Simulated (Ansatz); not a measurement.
# SiP+ (triplet): PBE, r2SCAN, PBE0, B3LYP, CAM-B3LYP, wB97M-V, B2PLYP, PBE-QIDH, RPA-PBE over vertical gaps between states, 6-31G, part 2 of 2

Ansatz 0.2.0, Gaussian basis; 6-31G, all electrons in the functionals, frozen cores in the correlation of double hybrids and RPA.

### 16 wB97M-V, charge 1, triplet

in.yaml

```yaml
crystal:
  periodic: [false, false, false]
  atoms:
    - {symbol: Si, position_ang: [0.000000, 0.000000, 0.000000]}
    - {symbol: P, position_ang: [0.000000, 0.000000, 2.216600]}
basis:
  gaussian: {orbitals: 6-31G}
total_charge: 1
magnetization: {spin_polarized: true, initial_magnetization: 2}
hamiltonian: {xc: {name: wB97M-V}}
output: {forces: true, orbitals: {seedname: orbitals}}
```

Launch:

```sh
$ ansatz run in.yaml --threads 1 --pin off --events-out ev --progress --plain --max-ram 2393MiB
```

What it wrote, shortened:

```text
Functional definition: wB97M-V
  name "wB97M-V"
  cite "Mardirossian & Head-Gordon, J. Chem. Phys. 144, 214110 (2016) doi:10.1063/1.4952647"
  cite "Becke, J. Chem. Phys. 107, 8554 (1997) doi:10.1063/1.475007"
  cite "Vydrov & Van Voorhis, J. Chem. Phys. 133, 244103 (2010) doi:10.1063/1.3521275"
  # Of w^i u^j: cxij and so on, Table III.
[...]
  gx(w, u) = 1 - cx + cx01*u + cx10*w
  gss(w, u) = css00 + css04*u^4 + css10*w + css20*w^2 + css43*w^4*u^3
  gos(w, u) = cos00 + cos10*w + (cos20 + cos21*u)*w^2 + (cos60 + cos61*u)*w^6
[...]
      + integral(e_c_pw_mod_opposite_spin*gos(b97_w_opposite, b97_u_opposite)) + vv10(b, c)
280 factors; integrals over basis functions are off by at most 1.2e-4 eV
118 factors; integrals over basis functions are off by at most 5.6e-6 eV
[...]
mean field -17152.11311952 eV, -630.3285310226 hartree, gradient 1.1e-5 eV, S^2 2.002223; 2 other end points of the search recorded, 0 dependent functions left out
[...]
reference -17152.11315045 eV, -630.3285321591 hartree; 15, 13 occupied and 11, 13 virtual orbitals, 280 factors
Total energy: -17152.11315045 eV, -630.3285321591 hartree
Atom 0 at     0.000000     0.000000     0.000000 Å, force    -0.000000     0.000000    -1.543706 eV/Å
Atom 1 at     0.000000     0.000000     2.216600 Å, force    -0.000000     0.000000     1.543706 eV/Å
Dipole moment:    -0.000000     0.000000    -0.455226 e Å
```

Wall time 7 s (1 thread of Arm Neoverse V1, shared host).

From the report: ⟨S²⟩ of the determinant 2.002 (pure triplet: 2.00).

### 17 wB97M-V, charge 1, singlet

in.yaml: that of step 16 with these lines changed.

```diff
@@ -8,3 +8,3 @@
 total_charge: 1
-magnetization: {spin_polarized: true, initial_magnetization: 2}
+magnetization: {spin_polarized: true, initial_magnetization: 0}
 hamiltonian: {xc: {name: wB97M-V}}
```

Launched as before.

What it wrote, shortened:

```text
Functional definition: wB97M-V
  name "wB97M-V"
  cite "Mardirossian & Head-Gordon, J. Chem. Phys. 144, 214110 (2016) doi:10.1063/1.4952647"
  cite "Becke, J. Chem. Phys. 107, 8554 (1997) doi:10.1063/1.475007"
  cite "Vydrov & Van Voorhis, J. Chem. Phys. 133, 244103 (2010) doi:10.1063/1.3521275"
  # Of w^i u^j: cxij and so on, Table III.
[...]
  gx(w, u) = 1 - cx + cx01*u + cx10*w
  gss(w, u) = css00 + css04*u^4 + css10*w + css20*w^2 + css43*w^4*u^3
  gos(w, u) = cos00 + cos10*w + (cos20 + cos21*u)*w^2 + (cos60 + cos61*u)*w^6
[...]
      + integral(e_c_pw_mod_opposite_spin*gos(b97_w_opposite, b97_u_opposite)) + vv10(b, c)
280 factors; integrals over basis functions are off by at most 1.2e-4 eV
118 factors; integrals over basis functions are off by at most 5.6e-6 eV
[...]
mean field -17151.77751778 eV, -630.3161978862 hartree, gradient 1.0e-5 eV, S^2 1.000000; 8 other end points of the search recorded, 0 dependent functions left out
[...]
reference -17151.77754895 eV, -630.3161990317 hartree; 14, 14 occupied and 12, 12 virtual orbitals, 280 factors
Total energy: -17151.77754895 eV, -630.3161990317 hartree
Atom 0 at     0.000000     0.000000     0.000000 Å, force    -0.000000     0.000000    -1.525301 eV/Å
Atom 1 at     0.000000     0.000000     2.216600 Å, force    -0.000000     0.000000     1.525301 eV/Å
Dipole moment:    -0.000000     0.000000    -0.425828 e Å
```

It took 13 s on 1 thread of Arm Neoverse V1, shared host.

From the report: ⟨S²⟩ of the determinant 1.000 (pure singlet: 0.00). The determinant is far from a pure spin state, so its energy mixes those of several spin states (harmless only where they are near-degenerate, as at dissociation).

From charge 1, triplet: +7.7 kcal/mol.

### 18 wB97M-V, charge 1, quintet

in.yaml: that of step 17 with these lines changed.

```diff
@@ -8,3 +8,3 @@
 total_charge: 1
-magnetization: {spin_polarized: true, initial_magnetization: 0}
+magnetization: {spin_polarized: true, initial_magnetization: 4}
 hamiltonian: {xc: {name: wB97M-V}}
```

Launched as before.

What it wrote, shortened:

```text
Functional definition: wB97M-V
  name "wB97M-V"
  cite "Mardirossian & Head-Gordon, J. Chem. Phys. 144, 214110 (2016) doi:10.1063/1.4952647"
  cite "Becke, J. Chem. Phys. 107, 8554 (1997) doi:10.1063/1.475007"
  cite "Vydrov & Van Voorhis, J. Chem. Phys. 133, 244103 (2010) doi:10.1063/1.3521275"
  # Of w^i u^j: cxij and so on, Table III.
[...]
  gx(w, u) = 1 - cx + cx01*u + cx10*w
  gss(w, u) = css00 + css04*u^4 + css10*w + css20*w^2 + css43*w^4*u^3
  gos(w, u) = cos00 + cos10*w + (cos20 + cos21*u)*w^2 + (cos60 + cos61*u)*w^6
[...]
      + integral(e_c_pw_mod_opposite_spin*gos(b97_w_opposite, b97_u_opposite)) + vv10(b, c)
280 factors; integrals over basis functions are off by at most 1.2e-4 eV
118 factors; integrals over basis functions are off by at most 5.6e-6 eV
[...]
mean field -17150.27640888 eV, -630.2610331513 hartree, gradient 5.8e-5 eV, S^2 6.006241; 0 other end points of the search recorded, 0 dependent functions left out
[...]
reference -17150.27643899 eV, -630.2610342579 hartree; 16, 12 occupied and 10, 14 virtual orbitals, 280 factors
Total energy: -17150.27643899 eV, -630.2610342579 hartree
Atom 0 at     0.000000     0.000000     0.000000 Å, force    -0.000000     0.000000    -3.708229 eV/Å
Atom 1 at     0.000000     0.000000     2.216600 Å, force    -0.000000     0.000000     3.708229 eV/Å
Dipole moment:    -0.000000     0.000000    -0.229254 e Å
```

Wall time 3.5 s (1 thread of Arm Neoverse V1, shared host).

From the report: ⟨S²⟩ of the determinant 6.006 (pure quintet: 6.00).

From charge 1, triplet: +42.4 kcal/mol.

### 19 B2PLYP, charge 1, triplet

in.yaml

```yaml
crystal:
  periodic: [false, false, false]
  atoms:
    - {symbol: Si, position_ang: [0.000000, 0.000000, 0.000000]}
    - {symbol: P, position_ang: [0.000000, 0.000000, 2.216600]}
basis:
  gaussian: {orbitals: 6-31G}
total_charge: 1
magnetization: {spin_polarized: true, initial_magnetization: 2}
hamiltonian: {xc: {name: B2PLYP}}
correlation: {electrons: outside_noble_gas}
```

Same command.

What it wrote, shortened:

```text
Functional definition: B2PLYP
  name "B2PLYP"
  cite "Grimme, J. Chem. Phys. 124, 034108 (2006) doi:10.1063/1.2148954"
  cite "Becke, Phys. Rev. A 38, 3098 (1988) doi:10.1103/PhysRevA.38.3098"
  cite "Lee, Yang & Parr, Phys. Rev. B 37, 785 (1988) doi:10.1103/PhysRevB.37.785"
[...]
280 factors; integrals over basis functions are off by at most 1.2e-4 eV
[...]
mean field -17144.83546031 eV, -630.0610819796 hartree, gradient 1.1e-6 eV, S^2 2.003619; 8 other end points of the search recorded, 0 dependent functions left out
10 core orbitals not correlated: weight in the atoms' cores, before any rotation towards them, 1.000 or more for the frozen orbitals, at most 0.000 for the correlated occupied ones
reference -17144.83557061 eV, -630.0610860329 hartree; 5, 3 occupied and 11, 13 virtual orbitals, 280 factors
second order -2.39725121 eV of doubles, -0.00000000 eV of singles
Total energy: -17145.48282844 eV, -630.0848723193 hartree
```

Run time: 2.8 s. Hardware: 1 thread of Arm Neoverse V1, shared host.

From the report: ⟨S²⟩ of the determinant 2.004 (pure triplet: 2.00).

### 20 B2PLYP, charge 1, singlet

in.yaml: that of step 19 with these lines changed.

```diff
@@ -8,3 +8,3 @@
 total_charge: 1
-magnetization: {spin_polarized: true, initial_magnetization: 2}
+magnetization: {spin_polarized: true, initial_magnetization: 0}
 hamiltonian: {xc: {name: B2PLYP}}
```

Same command.

What it wrote, shortened:

```text
Functional definition: B2PLYP
  name "B2PLYP"
  cite "Grimme, J. Chem. Phys. 124, 034108 (2006) doi:10.1063/1.2148954"
  cite "Becke, Phys. Rev. A 38, 3098 (1988) doi:10.1103/PhysRevA.38.3098"
  cite "Lee, Yang & Parr, Phys. Rev. B 37, 785 (1988) doi:10.1103/PhysRevB.37.785"
[...]
280 factors; integrals over basis functions are off by at most 1.2e-4 eV
[...]
mean field -17144.49538884 eV, -630.0485845836 hartree, gradient 2.4e-6 eV, S^2 1.000001; 15 other end points of the search recorded, 0 dependent functions left out
10 core orbitals not correlated: weight in the atoms' cores, before any rotation towards them, 1.000 or more for the frozen orbitals, at most 0.000 for the correlated occupied ones
reference -17144.49549911 eV, -630.0485886357 hartree; 4, 4 occupied and 12, 12 virtual orbitals, 280 factors
second order -2.54269968 eV of doubles, -0.00000000 eV of singles
Total energy: -17145.18202802 eV, -630.0738181079 hartree
```

Run time: 6 s. Hardware: 1 thread of Arm Neoverse V1, shared host.

From the report: ⟨S²⟩ of the determinant 1.000 (pure singlet: 0.00). The determinant is far from a pure spin state, so its energy mixes those of several spin states (harmless only where they are near-degenerate, as at dissociation).

From charge 1, triplet: +6.9 kcal/mol.

### 21 B2PLYP, charge 1, quintet

in.yaml: that of step 20 with these lines changed.

```diff
@@ -8,3 +8,3 @@
 total_charge: 1
-magnetization: {spin_polarized: true, initial_magnetization: 0}
+magnetization: {spin_polarized: true, initial_magnetization: 4}
 hamiltonian: {xc: {name: B2PLYP}}
```

Same command.

What it wrote, shortened:

```text
Functional definition: B2PLYP
  name "B2PLYP"
  cite "Grimme, J. Chem. Phys. 124, 034108 (2006) doi:10.1063/1.2148954"
  cite "Becke, Phys. Rev. A 38, 3098 (1988) doi:10.1103/PhysRevA.38.3098"
  cite "Lee, Yang & Parr, Phys. Rev. B 37, 785 (1988) doi:10.1103/PhysRevB.37.785"
[...]
280 factors; integrals over basis functions are off by at most 1.2e-4 eV
[...]
mean field -17143.43639061 eV, -630.0096671163 hartree, gradient 3.4e-6 eV, S^2 6.007835; 0 other end points of the search recorded, 0 dependent functions left out
10 core orbitals not correlated: weight in the atoms' cores, before any rotation towards them, 1.000 or more for the frozen orbitals, at most 0.000 for the correlated occupied ones
reference -17143.43650154 eV, -630.0096711929 hartree; 6, 2 occupied and 10, 14 virtual orbitals, 280 factors
second order -1.48925822 eV of doubles, -0.00000000 eV of singles
Total energy: -17143.83860126 eV, -630.0244480851 hartree
```

Run time: 0.72 s. Hardware: 1 thread of Arm Neoverse V1, shared host.

From the report: ⟨S²⟩ of the determinant 6.008 (pure quintet: 6.00).

From charge 1, triplet: +37.9 kcal/mol.

### 22 PBE-QIDH, charge 1, triplet

in.yaml: that of step 21 with these lines changed.

```diff
@@ -8,4 +8,4 @@
 total_charge: 1
-magnetization: {spin_polarized: true, initial_magnetization: 4}
-hamiltonian: {xc: {name: B2PLYP}}
+magnetization: {spin_polarized: true, initial_magnetization: 2}
+hamiltonian: {xc: {name: PBE-QIDH}}
 correlation: {electrons: outside_noble_gas}
```

The command is unchanged.

What it wrote, shortened:

```text
Functional definition: PBE-QIDH
  name "PBE-QIDH"
  cite "Brémond, Sancho-García, Pérez-Jiménez & Adamo, J. Chem. Phys. 141, 031101 (2014) doi:10.1063/1.4890314"
  cite "Perdew, Burke & Ernzerhof, Phys. Rev. Lett. 77, 3865 (1996) doi:10.1103/PhysRevLett.77.3865"
[...]
280 factors; integrals over basis functions are off by at most 1.2e-4 eV
[...]
mean field -17139.23091921 eV, -629.8551188929 hartree, gradient 4.7e-6 eV, S^2 2.005340; 6 other end points of the search recorded, 0 dependent functions left out
10 core orbitals not correlated: weight in the atoms' cores, before any rotation towards them, 1.000 or more for the frozen orbitals, at most 0.000 for the correlated occupied ones
reference -17139.23092745 eV, -629.8551191956 hartree; 5, 3 occupied and 11, 13 virtual orbitals, 280 factors
second order -2.06531640 eV of doubles, -0.00000000 eV of singles
Total energy: -17139.91936624 eV, -629.8804188549 hartree
```

It took 2.8 s on 1 thread of Arm Neoverse V1, shared host.

From the report: ⟨S²⟩ of the determinant 2.005 (pure triplet: 2.00).

### 23 PBE-QIDH, charge 1, quintet

in.yaml: that of step 22 with these lines changed.

```diff
@@ -8,3 +8,3 @@
 total_charge: 1
-magnetization: {spin_polarized: true, initial_magnetization: 2}
+magnetization: {spin_polarized: true, initial_magnetization: 4}
 hamiltonian: {xc: {name: PBE-QIDH}}
```

The command is unchanged.

What it wrote, shortened:

```text
Functional definition: PBE-QIDH
  name "PBE-QIDH"
  cite "Brémond, Sancho-García, Pérez-Jiménez & Adamo, J. Chem. Phys. 141, 031101 (2014) doi:10.1063/1.4890314"
  cite "Perdew, Burke & Ernzerhof, Phys. Rev. Lett. 77, 3865 (1996) doi:10.1103/PhysRevLett.77.3865"
[...]
280 factors; integrals over basis functions are off by at most 1.2e-4 eV
[...]
mean field -17138.09450015 eV, -629.8133562630 hartree, gradient 1.6e-6 eV, S^2 6.012338; 0 other end points of the search recorded, 0 dependent functions left out
10 core orbitals not correlated: weight in the atoms' cores, before any rotation towards them, 1.000 or more for the frozen orbitals, at most 0.000 for the correlated occupied ones
reference -17138.09450933 eV, -629.8133566002 hartree; 6, 2 occupied and 10, 14 virtual orbitals, 280 factors
second order -1.30052930 eV of doubles, -0.00000000 eV of singles
Total energy: -17138.52801910 eV, -629.8292877903 hartree
```

It took 0.75 s on 1 thread of Arm Neoverse V1, shared host.

From the report: ⟨S²⟩ of the determinant 6.012 (pure quintet: 6.00).

From charge 1, triplet: +32.1 kcal/mol.

### 24 RPA-PBE, charge 1, triplet

in.yaml

```yaml
crystal:
  periodic: [false, false, false]
  atoms:
    - {symbol: Si, position_ang: [0.000000, 0.000000, 0.000000]}
    - {symbol: P, position_ang: [0.000000, 0.000000, 2.216600]}
basis:
  gaussian: {orbitals: 6-31G}
total_charge: 1
magnetization: {spin_polarized: true, initial_magnetization: 2}
hamiltonian: {xc: {name: PBE}}
correlation: {method: rpa, electrons: outside_noble_gas}
```

Same command.

What it wrote, shortened:

```text
Functional definition: PBE
  name "PBE"
  cite "Perdew, Burke & Ernzerhof, Phys. Rev. Lett. 77, 3865 (1996) doi:10.1103/PhysRevLett.77.3865"
  parent pbe
[...]
280 factors; integrals over basis functions are off by at most 1.2e-4 eV
[...]
mean field -17144.85198072 eV, -630.0616890935 hartree, gradient 8.5e-8 eV, S^2 2.002185; 8 other end points of the search recorded, 0 dependent functions left out
10 core orbitals not correlated: weight in the atoms' cores, before any rotation towards them, 1.000 or more for the frozen orbitals, at most 0.000 for the correlated occupied ones
reference -17121.92812295 eV, -629.2192528588 hartree; 5, 3 occupied and 11, 13 virtual orbitals, 280 factors
Total energy: -17126.25617510 eV, -629.3783058417 hartree
```

Run time: 3.7 s. Hardware: 1 thread of Arm Neoverse V1, shared host.

From the report: ⟨S²⟩ of the determinant 2.002 (pure triplet: 2.00).

### 25 RPA-PBE, charge 1, singlet

in.yaml: that of step 24 with these lines changed.

```diff
@@ -8,3 +8,3 @@
 total_charge: 1
-magnetization: {spin_polarized: true, initial_magnetization: 2}
+magnetization: {spin_polarized: true, initial_magnetization: 0}
 hamiltonian: {xc: {name: PBE}}
```

The command is unchanged.

What it wrote, shortened:

```text
Functional definition: PBE
  name "PBE"
  cite "Perdew, Burke & Ernzerhof, Phys. Rev. Lett. 77, 3865 (1996) doi:10.1103/PhysRevLett.77.3865"
  parent pbe
[...]
280 factors; integrals over basis functions are off by at most 1.2e-4 eV
[...]
mean field -17144.55121051 eV, -630.0506359921 hartree, gradient 2.0e-6 eV, S^2 1.000001; 15 other end points of the search recorded, 0 dependent functions left out
10 core orbitals not correlated: weight in the atoms' cores, before any rotation towards them, 1.000 or more for the frozen orbitals, at most 0.000 for the correlated occupied ones
reference -17121.43684510 eV, -629.2011987306 hartree; 4, 4 occupied and 12, 12 virtual orbitals, 280 factors
Total energy: -17125.93378307 eV, -629.3664581529 hartree
```

Wall time 9 s (1 thread of Arm Neoverse V1, shared host).

From the report: ⟨S²⟩ of the determinant 1.000 (pure singlet: 0.00). The determinant is far from a pure spin state, so its energy mixes those of several spin states (harmless only where they are near-degenerate, as at dissociation).

From charge 1, triplet: +7.4 kcal/mol.

### 26 RPA-PBE, charge 1, quintet

in.yaml: that of step 25 with these lines changed.

```diff
@@ -8,3 +8,3 @@
 total_charge: 1
-magnetization: {spin_polarized: true, initial_magnetization: 0}
+magnetization: {spin_polarized: true, initial_magnetization: 4}
 hamiltonian: {xc: {name: PBE}}
```

Launched as before.

What it wrote, shortened:

```text
Functional definition: PBE
  name "PBE"
  cite "Perdew, Burke & Ernzerhof, Phys. Rev. Lett. 77, 3865 (1996) doi:10.1103/PhysRevLett.77.3865"
  parent pbe
[...]
280 factors; integrals over basis functions are off by at most 1.2e-4 eV
[...]
mean field -17143.07624839 eV, -629.9964321339 hartree, gradient 9.3e-6 eV, S^2 6.001394; 2 other end points of the search recorded, 0 dependent functions left out
10 core orbitals not correlated: weight in the atoms' cores, before any rotation towards them, 1.000 or more for the frozen orbitals, at most 0.000 for the correlated occupied ones
reference -17121.32898888 eV, -629.1972350878 hartree; 6, 2 occupied and 10, 14 virtual orbitals, 280 factors
Total energy: -17124.64839661 eV, -629.3192210719 hartree
```

It took 1.1 s on 1 thread of Arm Neoverse V1, shared host.

From the report: ⟨S²⟩ of the determinant 6.001 (pure quintet: 6.00).

From charge 1, triplet: +37.1 kcal/mol.

### 27 The comparison

The yardstick is full CI for this spin, exact in this basis with these frozen cores. It and the other wave-function rows come from earlier runs at the same points. Energies in kcal/mol, counted from charge 1, triplet; blanks weren't run or aren't comparable.

| level | triplet to singlet | triplet to quintet |
| --- | --- | --- |
| FCI | 17.6 | 33.6 |
| PBE |  | 40.9 |
| r2SCAN |  | 35.9 |
| PBE0 |  | 36.6 |
| B3LYP |  | 41.7 |
| CAM-B3LYP |  |  |
| wB97M-V |  | 42.4 |
| B2PLYP |  | 37.9 |
| PBE-QIDH |  | 32.1 |
| RPA-PBE |  | 37.1 |
| CASSCF valence | 18.5 | 33.5 |
| NEVPT2 valence | 17.9 | 33.7 |
| MRCISD+Q valence | 17.6 | 33.6 |

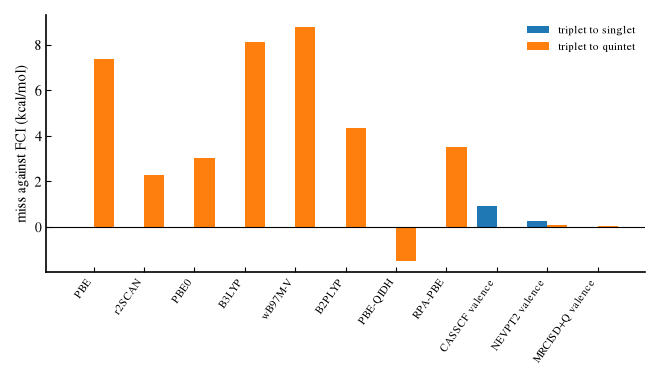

Misses of the gaps against FCI.

Largest miss and mean time a point (FCI took 7 s a point; shared hosts):

| level | largest miss (kcal/mol) | where | time a point |
| --- | --- | --- | --- |
| PBE | +7.4 | triplet to quintet | 3.3 s |
| r2SCAN | +2.3 | triplet to quintet | 10 s |
| PBE0 | +3.0 | triplet to quintet | 2.2 s |
| B3LYP | +8.1 | triplet to quintet | 2.5 s |
| wB97M-V | +8.8 | triplet to quintet | 7.8 s |
| B2PLYP | +4.4 | triplet to quintet | 3.2 s |
| PBE-QIDH | -1.5 | triplet to quintet | 1.8 s |
| RPA-PBE | +3.5 | triplet to quintet | 4.6 s |
| CASSCF valence | +0.9 | triplet to singlet |  |
| NEVPT2 valence | +0.3 | triplet to singlet | 2 s |
| MRCISD+Q valence | 0.0 | triplet to quintet | 2.7 s |

### 28 Outcome

The summary covers parts 1 to 2.

| quantity | value |
| --- | --- |
| triplet to singlet, FCI | 17.6 kcal/mol |
| triplet to quintet, FCI | 33.6 kcal/mol |
| largest miss, PBE | +7.4 kcal/mol (triplet to quintet) |
| largest miss, r2SCAN | +2.3 kcal/mol (triplet to quintet) |
| largest miss, PBE0 | +3.0 kcal/mol (triplet to quintet) |
| largest miss, B3LYP | +8.1 kcal/mol (triplet to quintet) |
| largest miss, wB97M-V | +8.8 kcal/mol (triplet to quintet) |
| largest miss, B2PLYP | +4.4 kcal/mol (triplet to quintet) |
| largest miss, PBE-QIDH | -1.5 kcal/mol (triplet to quintet) |
| largest miss, RPA-PBE | +3.5 kcal/mol (triplet to quintet) |

**Reading.** Misses are known at 1 of 2 points at best, and only functionals with that many are ranked. Of the functionals, PBE-QIDH keep the smallest largest miss at the points compared (at most 1.5 kcal/mol) and wB97M-V strays most (8.8 kcal/mol, at triplet to quintet). PBE, r2SCAN, PBE0, B3LYP, wB97M-V, B2PLYP, RPA-PBE clearly break the spin symmetry at some points (⟨S²⟩ up to 1.00 above the pure value), so energy there is bought with a mixed spin. Functionals and the yardstick converge differently with the basis, so part of each miss in 6-31G is the basis.
